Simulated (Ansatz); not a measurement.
Input

```
crystal:
  periodic: [false, false, false]
  atoms:
    - {symbol: F, position_ang: [-1.629256, -1.251227, 2.068367]}
    - {symbol: C, position_ang: [-1.281228, -1.142209, 0.778323]}
    - {symbol: F, position_ang: [-2.377025, -0.831675, 0.084972]}
    - {symbol: F, position_ang: [-0.865052, -2.339817, 0.365401]}
    - {symbol: C, position_ang: [-0.203920, -0.088300, 0.638058]}
    - {symbol: O, position_ang: [0.154419, 0.021234, -0.702133]}
    - {symbol: Si, position_ang: [1.312919, 1.058287, -1.253503]}
    - {symbol: H, position_ang: [-0.613623, 0.847555, 1.037502]}
    - {symbol: H, position_ang: [0.636650, -0.399770, 1.270315]}
    - {symbol: H, position_ang: [1.381241, 0.852681, -2.715419]}
    - {symbol: H, position_ang: [0.941904, 2.462225, -0.928432]}
    - {symbol: H, position_ang: [2.619870, 0.755816, -0.609451]}
basis:
  gaussian: {orbitals: def2-TZVPP}
hamiltonian: {xc: pbe0, dispersion: d4}
output: {orbitals: {seedname: orbitals}}
```

Command:

```sh
ansatz run in.yaml --threads 4 --pin off --events-out ev --progress --plain --max-ram 11315MiB
```

Geometry: PBE0-D4/def2-TZVP.

Theory: Ansatz, RKS PBE0-D4/def2-TZVPP.

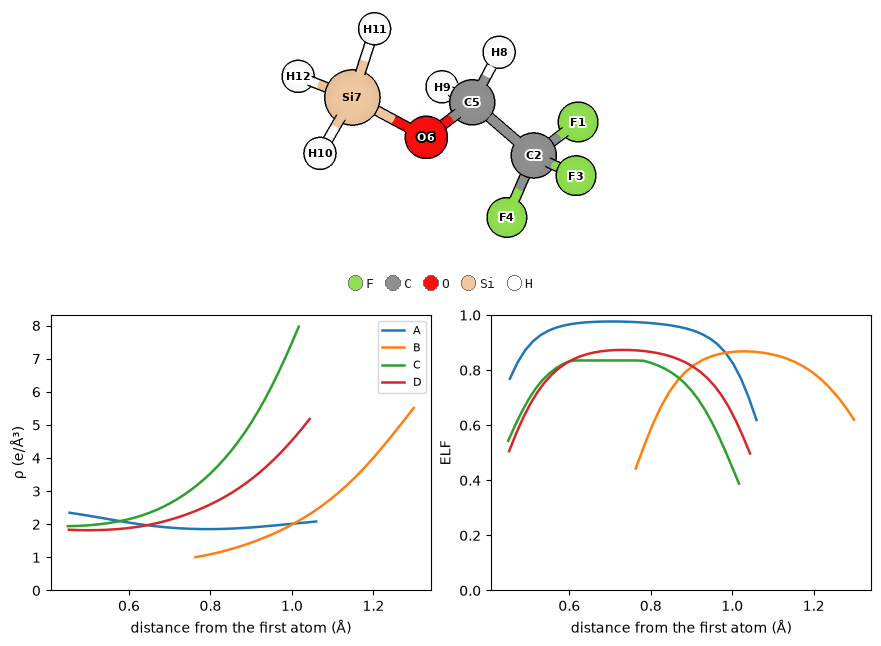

C$_{2}$H$_{5}$F$_{3}$OSi (SMILES FC(F)(F)CO[SiH3]). Total electron density and electron localisation function along straight lines between neighbouring atoms. The curves leave out the atomic cores. The structure is drawn too.

### Which curve belongs to which contact (C–C, C–F, C–O and Si–O)? The first atom named is at distance zero.

Curve A: C–C (1.51 Å): ρ is about 1.9 e/Å³ halfway; the ELF peaks at about 1 between the atoms; a shared electron pair. Curve B: Si–O (1.65 Å): the density is about 1.2 e/Å³ at the midpoint; the ELF peaks at about 0.85 between the atoms; a shared but strongly polarised pair. Curve C: C–F (1.33 Å): ρ at the midpoint is about 2.4 e/Å³; the ELF peaks at about 0.85 between the atoms (a shared but strongly polarised pair). Curve D: C–O (1.39 Å): the density is about 2.1 e/Å³ at the midpoint, with its minimum of 1.8 e/Å³ about 0.5 Å from C; the ELF peaks at about 0.85 between the atoms, as expected for a polar covalent bond.
